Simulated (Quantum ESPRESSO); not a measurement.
# RbCaBr3 (Pm-3m): modes at Γ and the response to a field

Which modes does RbCaBr3 (Pm-3m) have at the zone centre?

Calculated with Quantum ESPRESSO 7.5; DFT LDA, scalar-relativistic, plane waves, PseudoDojo norm-conserving pseudopotentials.

## Step 1: Starting point

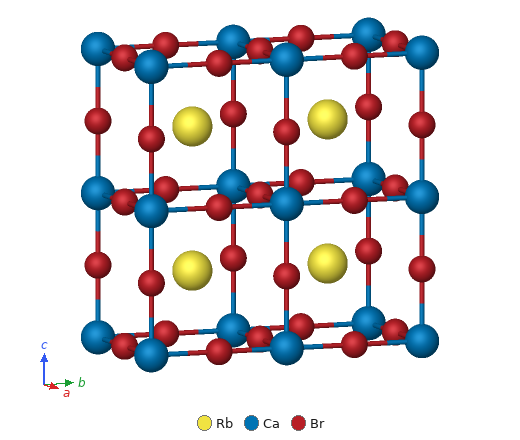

The starting structure, seen slightly off an axis (rubidium yellow, calcium blue, bromine red). 1×2×2 cells are drawn. Some periodic images of atoms are drawn too.

As a file:

```
CELL_PARAMETERS angstrom
5.73669 0.00000 0.00000
0.00000 5.73669 0.00000
0.00000 0.00000 5.73669
ATOMIC_POSITIONS crystal
Rb 0.50000 0.50000 0.50000
Ca 0.00000 0.00000 0.00000
Br 0.50000 0.00000 0.00000
Br 0.00000 0.50000 0.00000
Br 0.00000 0.00000 0.50000
```

## Step 2: A first look

A cheap run with smearing and empty bands tells whether the crystal has a gap, which decides between fixed occupations and smearing later on.

Input file probe.in:

```
&CONTROL
  calculation = 'scf'
  prefix      = 'x'
  outdir      = './tmp'
  pseudo_dir  = './pseudo'
  tprnfor     = .true.
  tstress     = .true.
  verbosity   = 'high'
/
&SYSTEM
  ibrav       = 1
  celldm(1)   = 10.84077296
  nat         = 5
  ntyp        = 3
  ecutwfc     = 79.0
  occupations = 'smearing'
  smearing    = 'gaussian'
  degauss     = 0.01
/
&ELECTRONS
  conv_thr         = 1.0d-07
  mixing_beta      = 0.7
  electron_maxstep = 100
/
ATOMIC_SPECIES
 Rb     85.4678  Rb.upf
 Ca     40.0780  Ca.upf
 Br     79.9040  Br.upf
ATOMIC_POSITIONS crystal
 Rb     0.500000000   0.500000000   0.500000000
 Ca     0.000000000   0.000000000   0.000000000
 Br     0.500000000   0.000000000   0.000000000
 Br     0.000000000   0.500000000   0.000000000
 Br     0.000000000   0.000000000   0.500000000
K_POINTS automatic
 4 4 4 0 0 0
```

On the command line:

```console
> OMP_NUM_THREADS=1 mpirun -n 4 pw.x -nk 4 -in probe.in > probe.out
```

Output:

```text
[banners, grids, parts of the stress and lines that vanish by symmetry left out]
Program PWSCF v.7.5
     bravais-lattice index     =            1
     lattice parameter (alat)  =      10.8408  a.u.
[...]
kinetic-energy cutoff     =      79.0000  Ry
     charge density cutoff     =     316.0000  Ry
     scf convergence threshold =      1.0E-07
[...]
Exchange-correlation= SLA  PW   NOGX NOGC
                           (   1   4   0   0   0   0   0)
[...]
48 Sym. Ops., with inversion, found
[...]
(     0          1          0      )
                  (     0          0          1      )
[...]
(  0.0000000  1.0000000  0.0000000 )
                  (  0.0000000  0.0000000  1.0000000 )
[...]
(     0         -1          0      )
                  (     0          0          1      )
[...]
(  0.0000000  1.0000000  0.0000000 )
[...]
number of k points=    10  Gaussian smearing, width (Ry)=  0.0100
[...]
c_bands:  1 eigenvalues not converged
[...]
End of self-consistent calculation
[...]
the Fermi energy is     3.0654 ev
!    total energy              =    -226.95874266 Ry
[...]
convergence has been achieved in   6 iterations
[...]
atom    1 type  1   force =     0.00000000    0.00000000    0.00000000
     atom    2 type  2   force =     0.00000000    0.00000000    0.00000000
     atom    3 type  3   force =     0.00000000    0.00000000    0.00000000
     atom    4 type  3   force =     0.00000000    0.00000000    0.00000000
     atom    5 type  3   force =     0.00000000    0.00000000    0.00000000
[...]
Total force =     0.000000     Total SCF correction =     0.000000
[...]
total   stress  (Ry/bohr**3)                   (kbar)     P=      -24.69
[...]
XML data file, charge density, pseudopotentials, collected wavefunctions

   JOB DONE.
```

It took 31 s on 4 MPI ranks of Intel Xeon at 2.70GHz, shared host.

Numbers from this step:

```yaml
volume_per_atom: 37.76 Å³
pressure: -2.469 GPa
gap_on_the_k_mesh: 3.675 eV
```

A gap of 3.7 eV opens on this mesh, so the crystal is taken as an insulator; the start stands at -2.5 GPa.

## Step 3: Relaxation

The relaxation runs at a cutoff a fifth above that of the response, since stress converges more slowly with the basis than frequencies do. Forces and stress are brought to rest with tight thresholds.

Input file relax.in:

```
&CONTROL
  calculation   = 'vc-relax'
  prefix        = 'x'
  outdir        = './tmp'
  pseudo_dir    = './pseudo'
  tprnfor       = .true.
  tstress       = .true.
  forc_conv_thr = 2.0d-05
  etot_conv_thr = 1.0d-07
  nstep         = 40
/
&SYSTEM
  ibrav       = 1
  celldm(1)   = 10.84077296
  nat         = 5
  ntyp        = 3
  ecutwfc     = 95
  occupations = 'fixed'
  nbnd        = 22
/
&ELECTRONS
  conv_thr         = 1.0d-11
  mixing_beta      = 0.7
  electron_maxstep = 100
/
&IONS
/
&CELL
  press_conv_thr = 0.2
/
ATOMIC_SPECIES
 Rb     85.4678  Rb.upf
 Ca     40.0780  Ca.upf
 Br     79.9040  Br.upf
ATOMIC_POSITIONS crystal
 Rb     0.500000000   0.500000000   0.500000000
 Ca     0.000000000   0.000000000   0.000000000
 Br     0.500000000   0.000000000   0.000000000
 Br     0.000000000   0.500000000   0.000000000
 Br     0.000000000   0.000000000   0.500000000
K_POINTS automatic
 4 4 4 0 0 0
```

On the command line:

```console
> OMP_NUM_THREADS=1 mpirun -n 4 pw.x -nk 4 -in relax.in > relax.out
```

Output:

```text
[banners, grids, parts of the stress and lines that vanish by symmetry left out]
[banner, memory and clock lines left out]
Program PWSCF v.7.5

[...]
kinetic-energy cutoff     =      95.0000  Ry
     charge density cutoff     =     380.0000  Ry
     scf convergence threshold =      1.0E-11
[...]
energy convergence thresh.=      1.0E-07
     force convergence thresh. =      2.0E-05
     press convergence thresh. =      2.0E-01
     Exchange-correlation= SLA  PW   NOGX NOGC
                           (   1   4   0   0   0   0   0)
[...]
48 Sym. Ops., with inversion, found
[...]
number of k points=    10
[...]
c_bands:  1 eigenvalues not converged
[...]
End of self-consistent calculation
[...]
highest occupied, lowest unoccupied level (ev):     1.3819    5.0569
!    total energy              =    -226.95877816 Ry
[...]
convergence has been achieved in  10 iterations
[...]
atom    1 type  1   force =     0.00000000    0.00000000    0.00000000
     atom    2 type  2   force =     0.00000000    0.00000000    0.00000000
     atom    3 type  3   force =     0.00000000    0.00000000    0.00000000
     atom    4 type  3   force =     0.00000000    0.00000000    0.00000000
     atom    5 type  3   force =     0.00000000    0.00000000    0.00000000
     Total force =     0.000000     Total SCF correction =     0.000000
[...]
total   stress  (Ry/bohr**3)                   (kbar)     P=      -24.59
[...]
number of bfgs steps    =   0
[...]
CELL_PARAMETERS (alat= 10.84077296)
[...]
ATOMIC_POSITIONS (crystal)
Rb               0.5000000000        0.5000000000        0.5000000000
Ca               0.0000000000        0.0000000000        0.0000000000
Br               0.5000000000        0.0000000000        0.0000000000
Br               0.0000000000        0.5000000000        0.0000000000
[...]
New effective cutoffs (rho, wfc):  383.12   95.78
[...]
c_bands:  1 eigenvalues not converged
[...]
End of self-consistent calculation
[...]
highest occupied, lowest unoccupied level (ev):     1.4770    5.1748
!    total energy              =    -226.96134049 Ry
[...]
convergence has been achieved in   7 iterations
[...]
atom    1 type  1   force =     0.00000000    0.00000000    0.00000000
     atom    2 type  2   force =     0.00000000    0.00000000    0.00000000
     atom    3 type  3   force =     0.00000000    0.00000000    0.00000000
     atom    4 type  3   force =     0.00000000    0.00000000    0.00000000
     atom    5 type  3   force =     0.00000000    0.00000000    0.00000000
     Total force =     0.000000     Total SCF correction =     0.000000
[...]
total   stress  (Ry/bohr**3)                   (kbar)     P=      -22.77
[...]
number of bfgs steps    =   1
[...]
WARNING: bfgs curvature condition failed, Theta= 0.872
[...]
CELL_PARAMETERS (alat= 10.84077296)
[...]
ATOMIC_POSITIONS (crystal)
[...]
New effective cutoffs (rho, wfc):  387.99   97.00
[...]
End of self-consistent calculation
[...]
highest occupied, lowest unoccupied level (ev):     1.6232    5.3553
!    total energy              =    -226.96475901 Ry
[...]
convergence has been achieved in   9 iterations
[...]
atom    1 type  1   force =     0.00000000    0.00000000    0.00000000
[...]
Total force =     0.000000     Total SCF correction =     0.000000
[...]
total   stress  (Ry/bohr**3)                   (kbar)     P=       -5.25
[...]
number of bfgs steps    =   4
[...]
CELL_PARAMETERS (alat= 10.84077296)
[...]
ATOMIC_POSITIONS (crystal)
[...]
New effective cutoffs (rho, wfc):  413.56  103.39
[...]
highest occupied, lowest unoccupied level (ev):     2.4163    6.3197
!    total energy              =    -226.97279458 Ry
[...]
convergence has been achieved in   9 iterations
[...]
Total force =     0.000000     Total SCF correction =     0.000000
[...]
total   stress  (Ry/bohr**3)                   (kbar)     P=        0.70
[...]
number of bfgs steps    =   5
[...]
CELL_PARAMETERS (alat= 10.84077296)
[...]
ATOMIC_POSITIONS (crystal)
[...]
New effective cutoffs (rho, wfc):  412.80  103.20
[...]
highest occupied, lowest unoccupied level (ev):     2.3921    6.2906
!    total energy              =    -226.97280169 Ry
[...]
convergence has been achieved in   9 iterations
[...]
Total force =     0.000000     Total SCF correction =     0.000000
[...]
total   stress  (Ry/bohr**3)                   (kbar)     P=       -0.03
[...]
number of bfgs steps    =   6
[...]
CELL_PARAMETERS (alat= 10.84077296)
[...]
ATOMIC_POSITIONS (crystal)
[...]
New effective cutoffs (rho, wfc):  412.83  103.21
[...]
End of self-consistent calculation
[...]
highest occupied, lowest unoccupied level (ev):     2.3930    6.2917
!    total energy              =    -226.97280170 Ry
[...]
convergence has been achieved in   5 iterations
[...]
atom    3 type  3   force =     0.00000000    0.00000000    0.00000000
     atom    4 type  3   force =     0.00000000    0.00000000    0.00000000
     atom    5 type  3   force =     0.00000000    0.00000000    0.00000000
     Total force =     0.000000     Total SCF correction =     0.000000
[...]
total   stress  (Ry/bohr**3)                   (kbar)     P=       -0.00
[...]
bfgs converged in   8 scf cycles and   7 bfgs steps
[...]
End of BFGS Geometry Optimization
     Final enthalpy           =    -226.9728017003 Ry
     File ./tmp/x.bfgs deleted, as requested
[...]
CELL_PARAMETERS (alat= 10.84077296)
[...]
ATOMIC_POSITIONS (crystal)
[...]
Br               0.0000000000        0.5000000000        0.0000000000
Br               0.0000000000        0.0000000000        0.5000000000
[...]
Final scf calculation at the relaxed structure.
[...]
kinetic-energy cutoff     =      95.0000  Ry
     charge density cutoff     =     380.0000  Ry
     scf convergence threshold =      1.0E-13
[...]
press convergence thresh. =      2.0E-01
     Exchange-correlation= SLA  PW   NOGX NOGC
                           (   1   4   0   0   0   0   0)
[...]
48 Sym. Ops., with inversion, found
[...]
number of k points=    10
[...]
c_bands:  1 eigenvalues not converged
     c_bands:  2 eigenvalues not converged
     c_bands:  2 eigenvalues not converged
[...]
End of self-consistent calculation
[...]
highest occupied, lowest unoccupied level (ev):     2.3930    6.2917
!    total energy              =    -226.97279129 Ry
[...]
convergence has been achieved in  10 iterations
[...]
atom    1 type  1   force =     0.00000000    0.00000000    0.00000000
     atom    2 type  2   force =     0.00000000    0.00000000    0.00000000
     atom    3 type  3   force =     0.00000000    0.00000000    0.00000000
     atom    4 type  3   force =     0.00000000    0.00000000    0.00000000
     atom    5 type  3   force =     0.00000000    0.00000000    0.00000000
     Total force =     0.000000     Total SCF correction =     0.000000
[...]
total   stress  (Ry/bohr**3)                   (kbar)     P=        0.00
[...]
XML data file, charge density, pseudopotentials, collected wavefunctions
```

The job ended after 5 min (4 MPI ranks).

Step by step:

```csv
step,energy less that of the first step (eV),largest force (eV/Å),pressure (GPa),volume (Å³)
1,0.0000,0.0000,-2.46,188.79
2,-0.0349,0.0000,-2.28,186.43
3,-0.0814,0.0000,-1.98,182.94
4,-0.1371,0.0000,-1.46,177.77
5,-0.1849,0.0000,-0.53,170.20
6,-0.1907,0.0000,0.07,166.24
7,-0.1908,0.0000,0.00,166.70
8,-0.1908,0.0000,0.00,166.68
9,-0.1907,0.0000,0.00,166.68
```

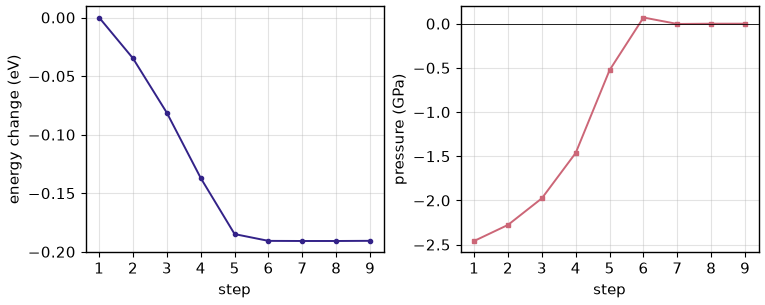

Energy and pressure along the relaxation.

| conventional cell, symmetrised | before | after | change |
| --- | --- | --- | --- |
| a (Å) | 5.737 | 5.503 | -4.1 % |
| b (Å) | 5.737 | 5.503 | -4.1 % |
| c (Å) | 5.737 | 5.503 | -4.1 % |
| volume (Å³/atom) | 37.76 | 33.34 | -11.7 % |

Final coordinates:

```cif
data_structure
_symmetry_space_group_name_H-M 'P 1'
_symmetry_Int_Tables_number 1
_cell_length_a 5.5034
_cell_length_b 5.5034
_cell_length_c 5.5034
_cell_angle_alpha 90.000
_cell_angle_beta 90.000
_cell_angle_gamma 90.000
_cell_volume 166.68
loop_
_atom_site_label
_atom_site_type_symbol
_atom_site_fract_x
_atom_site_fract_y
_atom_site_fract_z
_atom_site_occupancy
Rb1 Rb 0.50000 0.50000 0.50000 1
Ca2 Ca 0.00000 0.00000 0.00000 1
Br3 Br 0.50000 0.00000 0.00000 1
Br4 Br 0.00000 0.50000 0.00000 1
Br5 Br 0.00000 0.00000 0.50000 1
```

The last row of the table of steps is pw.x's closing run on a basis chosen anew for the final cell, so its energy can jump.

This step gave:

```
volume per atom   : 33.34 Å³
pressure          : 0 GPa
gap on the k-mesh : 3.899 eV
```

The volume changes by -11.7 % from the cell with which this run began.

## Step 4: Ground state

Perturbation theory inherits every error of the wavefunctions, so the threshold is set near the limit of the arithmetic. With a gap, occupations are fixed, which also allows the response to an electric field.

Input file scf.in:

```
&CONTROL
  calculation = 'scf'
  prefix      = 'x'
  outdir      = './tmp'
  pseudo_dir  = './pseudo'
  tprnfor     = .true.
  tstress     = .true.
/
&SYSTEM
  ibrav       = 1
  celldm(1)   = 10.39984966
  nat         = 5
  ntyp        = 3
  ecutwfc     = 79.0
  occupations = 'fixed'
  nbnd        = 22
/
&ELECTRONS
  conv_thr         = 1.0d-12
  mixing_beta      = 0.7
  electron_maxstep = 100
/
ATOMIC_SPECIES
 Rb     85.4678  Rb.upf
 Ca     40.0780  Ca.upf
 Br     79.9040  Br.upf
ATOMIC_POSITIONS crystal
 Rb     0.500000000   0.500000000   0.500000000
 Ca     0.000000000   0.000000000   0.000000000
 Br     0.500000000   0.000000000   0.000000000
 Br     0.000000000   0.500000000   0.000000000
 Br     0.000000000   0.000000000   0.500000000
K_POINTS automatic
 4 4 4 0 0 0
```

On the command line:

```console
> OMP_NUM_THREADS=1 mpirun -n 4 pw.x -nk 4 -in scf.in > scf.out
```

Output:

```text
[banners, grids, parts of the stress and lines that vanish by symmetry left out]
[banner, memory and clock lines left out]
Program PWSCF v.7.5

[...]
kinetic-energy cutoff     =      79.0000  Ry
     charge density cutoff     =     316.0000  Ry
     scf convergence threshold =      1.0E-12
[...]
Exchange-correlation= SLA  PW   NOGX NOGC
                           (   1   4   0   0   0   0   0)
[...]
48 Sym. Ops., with inversion, found
[...]
number of k points=    10
[...]
c_bands:  1 eigenvalues not converged
[...]
c_bands:  1 eigenvalues not converged
[...]
End of self-consistent calculation
[...]
highest occupied, lowest unoccupied level (ev):     2.3930    6.2917
!    total energy              =    -226.97275535 Ry
[...]
convergence has been achieved in  10 iterations
[...]
atom    1 type  1   force =     0.00000000    0.00000000    0.00000000
     atom    2 type  2   force =     0.00000000    0.00000000    0.00000000
     atom    3 type  3   force =     0.00000000    0.00000000    0.00000000
     atom    4 type  3   force =     0.00000000    0.00000000    0.00000000
     atom    5 type  3   force =     0.00000000    0.00000000    0.00000000
     Total force =     0.000000     Total SCF correction =     0.000000
[...]
total   stress  (Ry/bohr**3)                   (kbar)     P=       -0.01
[...]
XML data file, charge density, pseudopotentials, collected wavefunctions
```

Elapsed: 25 s, on 4 MPI ranks; 98 s of CPU time.

Read from the output:

- pressure: -0.001 GPa

The cell stands at -0.001 GPa, close enough for phonons.

[end of part 1 of 3]

[Host names and launcher messages were left out of these logs when they were recorded.]

[Logs are printed without paths, hosts, clocks, repeated set-up lines and the standing remarks that a program may print on its own settings, such as how far it seeks lower states.]

[Hosts, paths, dates, database ids (printed as entryN), source tags and the programs' standing remarks are cut or masked in the printed files.]
